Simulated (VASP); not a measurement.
Band structure of BeTe (zinc blende). All values below come from LDA (Ceperley-Alder, Perdew-Zunger), VASP's LDA PAW potentials (set 64) (plane waves; VASP).

Unless said otherwise, spin-orbit coupling is left out, though it shifts the bands of the heavy elements here.

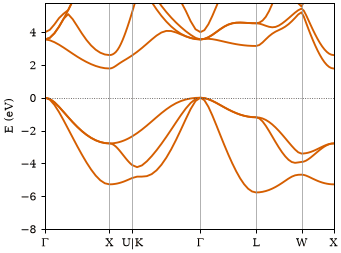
Bands along high-symmetry lines, zero at the valence-band maximum or, without a gap, the Fermi level

Problem. Read the plot: is there a gap, and where are the band edges?

Solution. The gap is indirect, 1.78 eV, from the valence maximum at Γ to the conduction minimum at X. (Edges off the drawn lines would not show.)

Measured: gap 2.80 eV (computed value off by -1.02 eV), as given by Das et al., (2018), arXiv:1807.05623.

The compound is BeTe in the zinc blende structure. It was relaxed first.
